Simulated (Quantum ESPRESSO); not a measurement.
# Grüneisen parameters and expansion of KCl (Fm-3m), part 5 of 8

Which modes of KCl drive its thermal expansion?

Experimental results on record:
- volume expansion coefficient 111.3 1e-6/K and heat capacity C_P per formula unit 51.7 J/mol/K near room temperature (given in “High-Throughput Prediction of Finite-Temperature Properties using the Quasi-Harmonic Approximation”, 2016, arXiv:1603.06924)
- volume expansion coefficient 114.9 1e-6/K near room temperature (given in “Descriptors for thermal expansion in solids”, 2017, arXiv:1701.03966)

Quantum ESPRESSO 7.5; DFT LDA, scalar-relativistic, plane waves, GBRV ultrasoft pseudopotentials.

So far. Step 4 (Ground state at this cell): On a basis chosen for the relaxed cell the pressure is -0.40 GPa; this rest, from the change of basis and mesh, shifts the reference volume slightly, and the fit over volumes finds the true minimum. Step 5 (Zone-centre response): The Born charges sum to zero within 0.014 e; the rest is removed before use. Acoustic frequencies in this log differ from zero by the error of the sum rule, which ph.x does not impose.

## Step 6: A displaced supercell

System of this step: KCl. The structure is orthorhombic, space group Imm2 (No. 44). The conventional cell has a = 8.553 Å, b = 12.095 Å, c = 8.553 Å, α = 90.00°, β = 90.00°, γ = 90.00°. Nearest to K lie 6 Cl at 3.02 Å. Nearest to K lie 6 Cl at 3.02 to 3.04 Å. K has 6 Cl at 3.01 to 3.02 Å nearest. Nearest to Cl lie 6 K at 3.01 to 3.04 Å. Nearest to Cl lie 6 K at 3.02 Å. Farther neighbours and most contacts between anions are not listed.

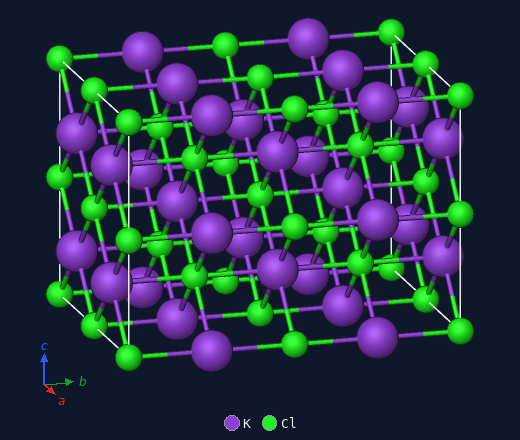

The cell of this step (potassium purple, chlorine green). Some periodic images of atoms are drawn too.

disp-00002.in

```
&CONTROL
  calculation = 'scf'
  prefix      = 'x'
  outdir      = './tmp'
  pseudo_dir  = './pseudo'
  tprnfor     = .true.
  disk_io     = 'none'
/
&SYSTEM
  ibrav       = 0
  nat         = 16
  ntyp        = 2
  ecutwfc     = 40.0
  ecutrho     = 240.0
  occupations = 'fixed'
  nbnd        = 66
/
&ELECTRONS
  conv_thr         = 1.0d-11
  mixing_beta      = 0.7
  electron_maxstep = 100
/
ATOMIC_SPECIES
 K      39.0983  K.upf
 Cl     35.4500  Cl.upf
CELL_PARAMETERS angstrom
     0.000000000    6.047553706    6.047553706
     6.047553706    0.000000000    6.047553706
     6.047553706    6.047553706    0.000000000
ATOMIC_POSITIONS crystal
 K      0.000000000   0.000000000   0.000000000
 K      0.500000000   0.000000000   0.000000000
 K      0.000000000   0.500000000   0.000000000
 K      0.500000000   0.500000000   0.000000000
 K      0.000000000   0.000000000   0.500000000
 K      0.500000000   0.000000000   0.500000000
 K      0.000000000   0.500000000   0.500000000
 K      0.500000000   0.500000000   0.500000000
 Cl     0.252338489   0.250000000   0.250000000
 Cl     0.750000000   0.250000000   0.250000000
 Cl     0.250000000   0.750000000   0.250000000
 Cl     0.750000000   0.750000000   0.250000000
 Cl     0.250000000   0.250000000   0.750000000
 Cl     0.750000000   0.250000000   0.750000000
 Cl     0.250000000   0.750000000   0.750000000
 Cl     0.750000000   0.750000000   0.750000000
K_POINTS automatic
 3 3 3 0 0 0
```

Launch:

```
$ OMP_NUM_THREADS=1 mpirun -n 4 pw.x -nk 4 -in disp-00002.in > disp-00002.out
```

Log:

```text
[banner, memory and clock lines left out]
Program PWSCF v.7.5

     Message from routine setup:
     using ibrav=0 with symmetry is DISCOURAGED, use correct ibrav instead

     G-vector sticks info

     bravais-lattice index     =            0
     lattice parameter (alat)  =      16.1619  a.u.
     unit-cell volume          =    2985.1475 (a.u.)^3
     number of atoms/cell      =           16
     number of atomic types    =            2
     number of electrons       =       128.00
     number of Kohn-Sham states=           66
     kinetic-energy cutoff     =      40.0000  Ry
     charge density cutoff     =     240.0000  Ry
     scf convergence threshold =      1.0E-11
     mixing beta               =       0.7000
     number of iterations used =            8  plain     mixing
     Exchange-correlation=  SLA  PZ   NOGX NOGC
                           (   1   1   0   0   0   0   0)

     celldm(1)=  16.161944  celldm(2)=   0.000000  celldm(3)=   0.000000
     celldm(4)=   0.000000  celldm(5)=   0.000000  celldm(6)=   0.000000

     crystal axes: (cart. coord. in units of alat)
               a(1) = (   0.000000   0.707107   0.707107 )
               a(2) = (   0.707107   0.000000   0.707107 )
               a(3) = (   0.707107   0.707107   0.000000 )

     reciprocal axes: (cart. coord. in units 2 pi/alat)
               b(1) = ( -0.707107  0.707107  0.707107 )
               b(2) = (  0.707107 -0.707107  0.707107 )
               b(3) = (  0.707107  0.707107 -0.707107 )

     PseudoPot. # 1 for K  read from file:
     ./pseudo/K.upf
     Pseudo is Ultrasoft + core correction, Zval =  9.0
     Using radial grid of  841 points,  6 beta functions with:
                l(1) =   0
                l(2) =   0
                l(3) =   1
                l(4) =   1
                l(5) =   2
                l(6) =   2
     Q(r) pseudized with  6 coefficients,  rinner =    1.500   1.500   1.500
                                                       1.500   1.500

     PseudoPot. # 2 for Cl read from file:
     ./pseudo/Cl.upf
     Pseudo is Ultrasoft + core correction, Zval =  7.0
     Using radial grid of  909 points,  6 beta functions with:
                l(1) =   0
                l(2) =   0
                l(3) =   1
                l(4) =   1
                l(5) =   2
                l(6) =   2
     Q(r) pseudized with  8 coefficients,  rinner =    1.300   1.300   1.300
                                                       1.300   1.300

     atomic species   valence    mass     pseudopotential
     K                 9.00    39.09830     K ( 1.00)
     Cl                7.00    35.45000     Cl( 1.00)

      4 Sym. Ops. (no inversion) found ( 2 have fractional translation)

   Cartesian axes

     site n.     atom                  positions (alat units)
         1        K      tau(   1) = (   0.0000000   0.0000000   0.0000000  )
         2        K      tau(   2) = (   0.0000000   0.3535534   0.3535534  )
         3        K      tau(   3) = (   0.3535534   0.0000000   0.3535534  )
         4        K      tau(   4) = (   0.3535534   0.3535534   0.7071068  )
         5        K      tau(   5) = (   0.3535534   0.3535534   0.0000000  )
         6        K      tau(   6) = (   0.3535534   0.7071068   0.3535534  )
         7        K      tau(   7) = (   0.7071068   0.3535534   0.3535534  )
         8        K      tau(   8) = (   0.7071068   0.7071068   0.7071068  )
         9        Cl     tau(   9) = (   0.3535534   0.3552070   0.3552070  )
        10        Cl     tau(  10) = (   0.3535534   0.7071068   0.7071068  )
        11        Cl     tau(  11) = (   0.7071068   0.3535534   0.7071068  )
        12        Cl     tau(  12) = (   0.7071068   0.7071068   1.0606602  )
        13        Cl     tau(  13) = (   0.7071068   0.7071068   0.3535534  )
        14        Cl     tau(  14) = (   0.7071068   1.0606602   0.7071068  )
        15        Cl     tau(  15) = (   1.0606602   0.7071068   0.7071068  )
        16        Cl     tau(  16) = (   1.0606602   1.0606602   1.0606602  )

     number of k points=     8
                       cart. coord. in units 2pi/alat
        k(    1) = (   0.0000000   0.0000000   0.0000000), wk =   0.0740741
        k(    2) = (   0.2357023   0.2357023  -0.2357023), wk =   0.2962963
        k(    3) = (   0.4714045   0.0000000  -0.0000000), wk =   0.1481481
        k(    4) = (  -0.0000000  -0.4714045   0.4714045), wk =   0.1481481
        k(    5) = (   0.2357023   0.2357023   0.2357023), wk =   0.2962963
        k(    6) = (  -0.0000000   0.4714045   0.0000000), wk =   0.2962963
        k(    7) = (  -0.4714045  -0.0000000  -0.4714045), wk =   0.5925926
        k(    8) = (   0.0000000   0.4714045   0.4714045), wk =   0.1481481

     Dense  grid:   187037 G-vectors     FFT dimensions: (  80,  80,  80)

     Smooth grid:   101987 G-vectors     FFT dimensions: (  72,  72,  72)

     Initial potential from superposition of free atoms

     starting charge     123.9776, renormalised to     128.0000

     negative rho (up, down):  1.212E-01 0.000E+00
     Starting wfcs are   96 randomized atomic wfcs

     per-process dynamical memory:   179.9 Mb

     Self-consistent Calculation

     iteration #  1     ecut=    40.00 Ry     beta= 0.70
     Davidson diagonalization with overlap
     ethr =  1.00E-02,  avg # of iterations =  2.0

     Threshold (ethr) on eigenvalues was too large:
     Diagonalizing with lowered threshold

     Davidson diagonalization with overlap
     ethr =  6.78E-04,  avg # of iterations =  4.6

     negative rho (up, down):  1.188E-01 0.000E+00

     total energy              =    -724.05593992 Ry
     estimated scf accuracy    <       0.70687765 Ry

     iteration #  2     ecut=    40.00 Ry     beta= 0.70
     Davidson diagonalization with overlap
     ethr =  5.52E-04,  avg # of iterations =  4.1

     negative rho (up, down):  1.150E-01 0.000E+00

     total energy              =    -724.30937081 Ry
     estimated scf accuracy    <       0.07978668 Ry

     iteration #  3     ecut=    40.00 Ry     beta= 0.70
     Davidson diagonalization with overlap
     ethr =  6.23E-05,  avg # of iterations =  9.4

     negative rho (up, down):  1.118E-01 0.000E+00

     total energy              =    -724.32632168 Ry
     estimated scf accuracy    <       0.01128786 Ry

     iteration #  4     ecut=    40.00 Ry     beta= 0.70
     Davidson diagonalization with overlap
     ethr =  8.82E-06,  avg # of iterations =  7.4

     negative rho (up, down):  1.124E-01 0.000E+00

     total energy              =    -724.33317953 Ry
     estimated scf accuracy    <       0.01069460 Ry

[...]
estimated scf accuracy    <       0.00063372 Ry

     iteration #  8     ecut=    40.00 Ry     beta= 0.70
     Davidson diagonalization with overlap
     ethr =  4.95E-07,  avg # of iterations =  4.1

     negative rho (up, down):  1.124E-01 0.000E+00

     total energy              =    -724.33348920 Ry
     estimated scf accuracy    <       0.00001464 Ry

     iteration #  9     ecut=    40.00 Ry     beta= 0.70
     Davidson diagonalization with overlap
     ethr =  1.14E-08,  avg # of iterations = 12.5

     negative rho (up, down):  1.123E-01 0.000E+00

     total energy              =    -724.33353416 Ry
     estimated scf accuracy    <       0.00000189 Ry

     iteration # 10     ecut=    40.00 Ry     beta= 0.70
     Davidson diagonalization with overlap
     c_bands:  1 eigenvalues not converged
     ethr =  1.47E-09,  avg # of iterations =  7.8

     negative rho (up, down):  1.120E-01 0.000E+00

     total energy              =    -724.33353656 Ry
     estimated scf accuracy    <       0.00000211 Ry

     iteration # 11     ecut=    40.00 Ry     beta= 0.70
     Davidson diagonalization with overlap
     ethr =  1.47E-09,  avg # of iterations =  2.0

     negative rho (up, down):  1.119E-01 0.000E+00

     total energy              =    -724.33353395 Ry
     estimated scf accuracy    <       0.00000651 Ry

     iteration # 12     ecut=    40.00 Ry     beta= 0.70
     Davidson diagonalization with overlap
     ethr =  1.47E-09,  avg # of iterations =  3.9

     negative rho (up, down):  1.120E-01 0.000E+00

     total energy              =    -724.33353407 Ry
     estimated scf accuracy    <       0.00000102 Ry

     iteration # 13     ecut=    40.00 Ry     beta= 0.70
     Davidson diagonalization with overlap
     ethr =  7.94E-10,  avg # of iterations =  4.0

     negative rho (up, down):  1.120E-01 0.000E+00

     total energy              =    -724.33353431 Ry
     estimated scf accuracy    <       0.00000003 Ry

     iteration # 14     ecut=    40.00 Ry     beta= 0.70
     Davidson diagonalization with overlap
     ethr =  2.61E-11,  avg # of iterations =  8.2

     negative rho (up, down):  1.120E-01 0.000E+00

     total energy              =    -724.33353437 Ry
     estimated scf accuracy    <          7.1E-09 Ry

     iteration # 15     ecut=    40.00 Ry     beta= 0.70
     Davidson diagonalization with overlap
     ethr =  5.51E-12,  avg # of iterations =  4.6

     negative rho (up, down):  1.120E-01 0.000E+00

     total energy              =    -724.33353436 Ry
     estimated scf accuracy    <          6.9E-09 Ry

     iteration # 16     ecut=    40.00 Ry     beta= 0.70
     Davidson diagonalization with overlap
     ethr =  5.39E-12,  avg # of iterations =  3.5

     negative rho (up, down):  1.120E-01 0.000E+00

     total energy              =    -724.33353437 Ry
     estimated scf accuracy    <          1.7E-10 Ry

     iteration # 17     ecut=    40.00 Ry     beta= 0.70
     Davidson diagonalization with overlap
     c_bands:  1 eigenvalues not converged
     ethr =  1.32E-13,  avg # of iterations = 15.5

     negative rho (up, down):  1.120E-01 0.000E+00

     total energy              =    -724.33353437 Ry
     estimated scf accuracy    <          7.4E-11 Ry

     iteration # 18     ecut=    40.00 Ry     beta= 0.70
     Davidson diagonalization with overlap
     ethr =  1.00E-13,  avg # of iterations =  3.2

     negative rho (up, down):  1.120E-01 0.000E+00

     End of self-consistent calculation

          k = 0.0000 0.0000 0.0000 ( 12675 PWs)   bands (ev):

   -25.1235 -25.1059 -25.1025 -25.1002 -25.1001 -25.0941 -25.0902 -25.0883
   -10.9541 -10.9540 -10.9540 -10.9540 -10.6981 -10.5615 -10.5614 -10.5614
    -9.0220  -9.0220  -9.0219  -8.8697  -8.8696  -8.8695  -8.8694  -8.8694
    -8.8692  -8.7878  -8.7875  -8.7867  -8.7861  -8.7861  -8.7859  -8.7857
    -8.7856  -8.7735  -8.7727  -8.7721  -8.4393  -8.4393  -8.4393  -8.4390
     0.1363   0.1363   0.1363   0.1363   0.7347   0.7347   0.7347   1.0412
     1.0412   1.0412   1.0412   1.0412   1.0412   1.0413   1.0413   1.2469
     1.2469   1.2469   1.2469   1.2469   1.2469   1.5024   1.5024   1.5024
     6.6653   7.5239

          k = 0.2357 0.2357-0.2357 ( 12758 PWs)   bands (ev):

   -25.1184 -25.1090 -25.1018 -25.1012 -25.0987 -25.0956 -25.0906 -25.0897
   -10.8963 -10.8708 -10.8704 -10.8701 -10.7691 -10.6780 -10.6775 -10.6771
    -8.9436  -8.9428  -8.9421  -8.8497  -8.8495  -8.8493  -8.8350  -8.8345
    -8.8343  -8.8086  -8.8079  -8.8077  -8.7842  -8.7835  -8.7761  -8.7756
    -8.7674  -8.7670  -8.7663  -8.6830  -8.5455  -8.5455  -8.5452  -8.5187
     0.3466   0.3474   0.3482   0.4199   0.6883   0.6885   0.6887   1.0009
     1.0021   1.0033   1.0583   1.0602   1.0622   1.0858   1.0923   1.0923
     1.0923   1.1487   1.1487   1.1951   1.1951   1.1952   1.3786   1.3786
     7.3929   8.0460

          k = 0.4714 0.0000-0.0000 ( 12743 PWs)   bands (ev):

[...]
7.5272   7.8888

          k =-0.0000-0.4714 0.4714 ( 12776 PWs)   bands (ev):

[...]
8.2483   8.4871

          k = 0.2357 0.2357 0.2357 ( 12758 PWs)   bands (ev):

[...]
7.3929   8.0465

          k =-0.0000 0.4714 0.0000 ( 12743 PWs)   bands (ev):

[...]
7.5272   7.8888

          k =-0.4714-0.0000-0.4714 ( 12776 PWs)   bands (ev):

[...]
8.2483   8.4863

          k = 0.0000 0.4714 0.4714 ( 12776 PWs)   bands (ev):

   -25.1144 -25.1059 -25.1055 -25.1038 -25.0989 -25.0954 -25.0924 -25.0887
   -10.8275 -10.8155 -10.8154 -10.7857 -10.7856 -10.7689 -10.7675 -10.7658
    -8.9496  -8.9078  -8.9073  -8.8817  -8.8799  -8.8766  -8.8746  -8.8339
    -8.8333  -8.8248  -8.8229  -8.8127  -8.8105  -8.8088  -8.8079  -8.7707
    -8.6321  -8.6302  -8.6294  -8.6166  -8.6157  -8.6145  -8.6136  -8.5886
     0.5383   0.5384   0.5822   0.5822   0.5956   0.5956   0.6058   0.6829
     0.9102   0.9619   0.9619   1.0388   1.0389   1.0774   1.0776   1.0810
     1.1366   1.1366   1.1952   1.1992   1.1993   1.2670   1.2671   1.3038
     8.2482   8.4874

     highest occupied, lowest unoccupied level (ev):     1.5024    6.6653

!    total energy              =    -724.33353437 Ry
     estimated scf accuracy    <          1.5E-12 Ry

     The total energy is the sum of the following terms:
     one-electron contribution =    -211.46126066 Ry
     hartree contribution      =     147.63225162 Ry
     xc contribution           =    -147.15355847 Ry
     ewald contribution        =    -513.35096685 Ry

     convergence has been achieved in  18 iterations

     negative rho (up, down):  1.120E-01 0.000E+00

     Forces acting on atoms (cartesian axes, Ry/au):

     atom    1 type  1   force =     0.00000054   -0.00002036   -0.00002036
     atom    2 type  1   force =     0.00000167    0.00003344    0.00003344
     atom    3 type  1   force =     0.00000000    0.00045966    0.00003546
     atom    4 type  1   force =     0.00000000    0.00003120    0.00049642
     atom    5 type  1   force =     0.00000000    0.00003546    0.00045966
     atom    6 type  1   force =    -0.00000000    0.00049642    0.00003120
     atom    7 type  1   force =    -0.00000167    0.00003344    0.00003344
     atom    8 type  1   force =    -0.00000054   -0.00002036   -0.00002036
     atom    9 type  2   force =    -0.00000000   -0.00132779   -0.00132779
     atom   10 type  2   force =     0.00000000    0.00016772    0.00016772
     atom   11 type  2   force =     0.00011061   -0.00002168    0.00005718
     atom   12 type  2   force =    -0.00011061    0.00005718   -0.00002168
     atom   13 type  2   force =     0.00011061    0.00005718   -0.00002168
     atom   14 type  2   force =    -0.00011061   -0.00002168    0.00005718
     atom   15 type  2   force =    -0.00000000   -0.00005345   -0.00005345
     atom   16 type  2   force =     0.00000000    0.00009359    0.00009359

     Total force =     0.002144     Total SCF correction =     0.000001
     Message from routine punch:
     Nothing written, as per user request (disk_io='none')
```

The job ended after 5.2 min (4 MPI ranks of Arm Neoverse N1, shared host).

At this level the gap is 5.16 eV on the k-mesh of the self-consistent run, which can miss the band edges.

## Step 7: A displaced supercell

One atom (for the harmonic constants) or a pair of atoms (for the cubic ones) is moved by a few hundredths of an ångström; the forces on all atoms give a column of force constants. The threshold is tight because the forces are small.

disp-00001.in, as its differences from disp-00002.in of step 6:

```diff
@@ -30,3 +30,3 @@
 ATOMIC_POSITIONS crystal
- K      0.000000000   0.000000000   0.000000000
+ K      0.002338489   0.000000000   0.000000000
  K      0.500000000   0.000000000   0.000000000
@@ -38,3 +38,3 @@
  K      0.500000000   0.500000000   0.500000000
- Cl     0.252338489   0.250000000   0.250000000
+ Cl     0.250000000   0.250000000   0.250000000
  Cl     0.750000000   0.250000000   0.250000000
```

Launch:

```
$ OMP_NUM_THREADS=1 mpirun -n 4 pw.x -nk 4 -in disp-00001.in > disp-00001.out
```

Log:

```text
[banner, memory and clock lines left out]
Program PWSCF v.7.5

     Message from routine setup:
     using ibrav=0 with symmetry is DISCOURAGED, use correct ibrav instead

     G-vector sticks info

     bravais-lattice index     =            0
     lattice parameter (alat)  =      16.1619  a.u.
     unit-cell volume          =    2985.1475 (a.u.)^3
     number of atoms/cell      =           16
     number of atomic types    =            2
     number of electrons       =       128.00
[...]
atom    1 type  1   force =     0.00000000   -0.00142151   -0.00142151
     atom    2 type  1   force =    -0.00000000    0.00027245    0.00027245
     atom    3 type  1   force =     0.00019232   -0.00002623    0.00008045
[...]
atom   15 type  2   force =     0.00000236    0.00003346    0.00003346
     atom   16 type  2   force =     0.00000043   -0.00002035   -0.00002035

     Total force =     0.002311     Total SCF correction =     0.000003
     Message from routine punch:
     Nothing written, as per user request (disk_io='none')
[key lines of the parts left out:]
!    total energy              =    -724.33353291 Ry
convergence has been achieved in  17 iterations
```

Wall time 5.7 min (4 MPI ranks).

[end of part 5 of 8]

[Logs are printed without paths, hosts, clocks, repeated set-up lines and the standing remarks that a program may print on its own settings, such as how far it seeks lower states.]

[Hosts, paths, dates, database ids (printed as entryN), source tags and the programs' standing remarks are cut or masked in the printed files.]

[A step with changed settings may run another functional than the one named; its input shows which.]

[Of the runs on displaced cells, only some may be shown.]
